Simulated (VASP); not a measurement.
Band structure of In (relaxed from the bcc structure, space group Im-3m). Computed with PBEsol GGA, VASP's PBE PAW potentials (set 64) (plane waves; VASP).

Unless said otherwise, spin-orbit coupling is left out, though it shifts the bands of the heavy elements here.

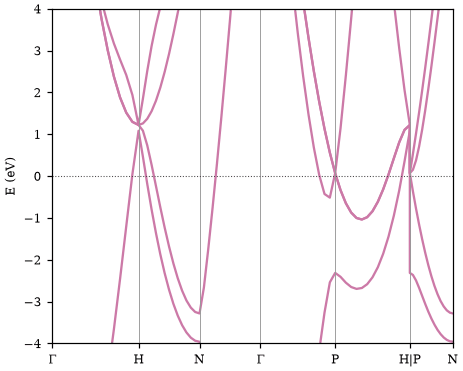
*Bands along high-symmetry lines, zero at the valence-band maximum or, without a gap, the Fermi level*

Problem. Read the plot: is there a gap, and where are the band edges?

Solution. It has no gap at this level: it comes out as a metal or semimetal. (Edges off the drawn lines would not show.)

The structure was generated: In was put into the bcc type (Im-3m), which need not be its known phase. It was relaxed first.
